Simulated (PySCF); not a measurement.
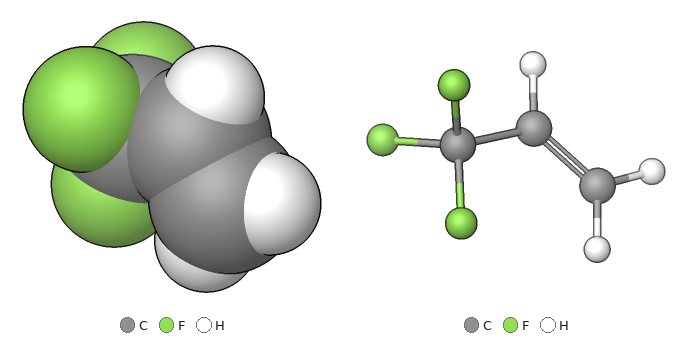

Two views of one molecule.

**Give the formula.**

C3H3F3, 9 atoms: 3 carbon, 3 hydrogen and 3 fluorine.

**How many atoms are distinct by symmetry?**

8: 1 C, 1 C, 1 C, 1 F, 2 F, 1 H, 1 H, 1 H.

**Does it have rings?**

It has no ring.

More results for the same structure follow; atom numbers are the same in all pictures, views and colours differ. The computed structure is the end point of a PBE0-D3(BJ)/def2-SVP optimisation. No frequency run is at hand to confirm it as a minimum.

**NMR shielding**

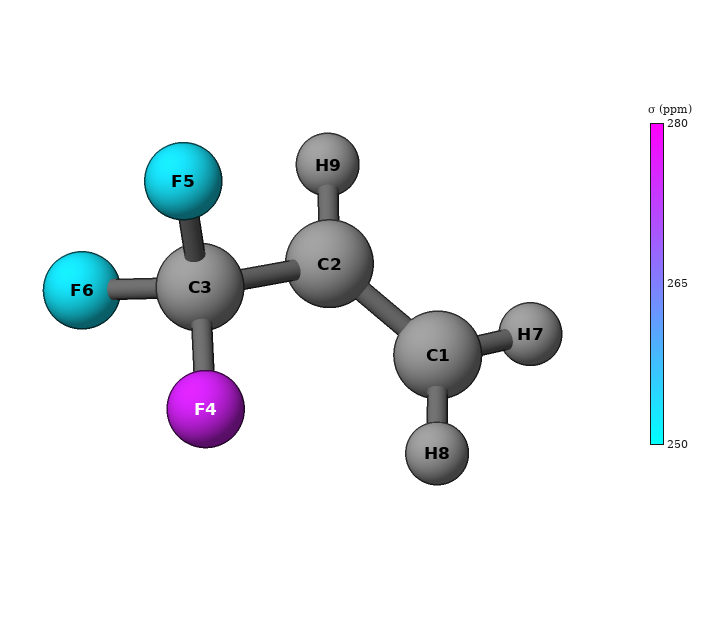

Atoms are coloured by their isotropic NMR shieldings (F only, the others grey). No frequency run is at hand to confirm it as a minimum. Method: GIAO PBE0/pcSseg-1 NMR shielding, non-relativistic, gas phase (PySCF 2.14.0).

Give the isotropic NMR shieldings of the F atoms atom by atom.

```json
{"atom": "F4", "σ (ppm)": "275.8"}
{"atom": "F5", "σ (ppm)": "252.8"}
{"atom": "F6", "σ (ppm)": "252.6"}
```

**Electronic properties**

No frequency run is at hand to confirm it as a minimum. Level of theory: B3LYP/pcJ-1, gas phase (PySCF 2.14.0).

**Give the HOMO energy (Kohn–Sham orbital) at this level.**

−8.50 eV.

**Give the dipole moment at this level.**

2.34 D.

**Estimate the LUMO energy (Kohn–Sham orbital).**

−1.02 eV.

**Bond orders**

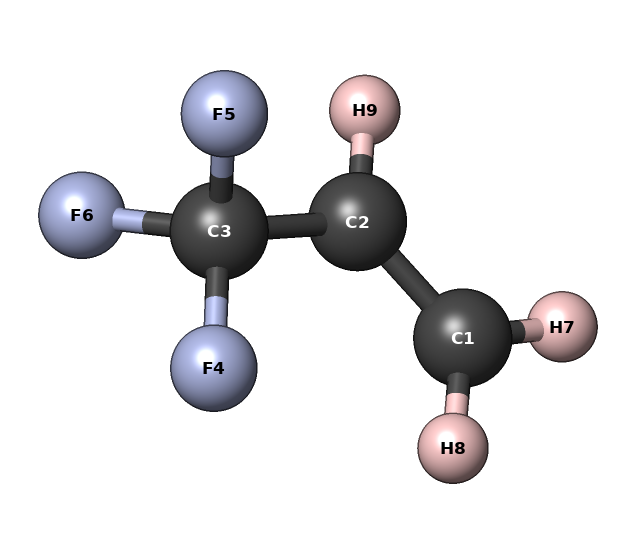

Every bond is drawn as one stick. No frequency run is at hand to confirm it as a minimum. Level of theory: PBE0/pcSseg-1 (PySCF 2.14.0).

**Which bond has the highest Mayer bond order?**

C1–C2, 1.96, at a length of 1.329 Å.

List the Mayer bond orders of C1–C2, C1–H7, C1–H8, C2–C3, C2–H9, C3–F4, C3–F5 (one bond of each equivalent set).

```json
{"bond": "C1–C2", "Mayer order": "1.96", "length (Å)": "1.329"}
{"bond": "C1–H7", "Mayer order": "0.95", "length (Å)": "1.092"}
{"bond": "C1–H8", "Mayer order": "0.95", "length (Å)": "1.093"}
{"bond": "C2–C3", "Mayer order": "1.01", "length (Å)": "1.495"}
{"bond": "C2–H9", "Mayer order": "0.93", "length (Å)": "1.094"}
{"bond": "C3–F4", "Mayer order": "1.02", "length (Å)": "1.333"}
{"bond": "C3–F5", "Mayer order": "1.00", "length (Å)": "1.338"}
```
